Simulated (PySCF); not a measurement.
SMILES O=CCC(C)C (C₅H₁₀O) at its GFN2-xTB optimised geometry (Å):

```
16

C      1.2644     0.0567     1.2999
C      0.6836    -0.4957     0.0000
C      1.2104     0.2811    -1.2043
C     -0.8549    -0.4957     0.0000
C     -1.4554     0.8780     0.0000
O     -2.2963     1.2641    -0.7624
H      0.8459    -0.4587     2.1616
H      2.3430    -0.0832     1.3113
H      1.0655     1.1205     1.4006
H      1.0028    -1.5403    -0.0943
H      0.9127     1.3260    -1.1444
H      2.2963     0.2338    -1.2423
H      0.8158    -0.1319    -2.1296
H     -1.2279    -1.0395    -0.8702
H     -1.2120    -1.0010     0.9023
H     -1.0733     1.5403     0.8006
```

Level of theory: PBE0/def2-TZVP (PySCF). Cells within 0.4 Å of a nucleus heavier than hydrogen are left out (blank, or x).

Map of the deformation density (molecule minus spherical neutral atoms) (e/bohr³) on the plane z = 1.2 Å:

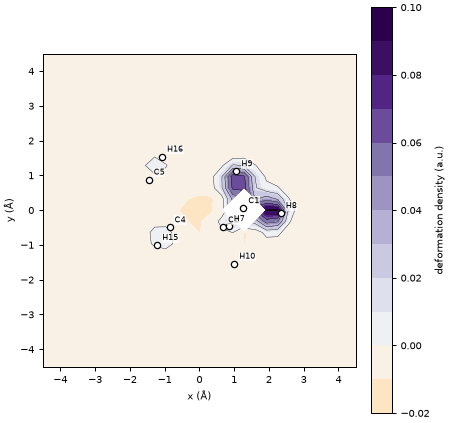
Figure: Deformation density (molecule minus spherical neutral atoms) (e/bohr³) on the plane z = 1.2 Å.
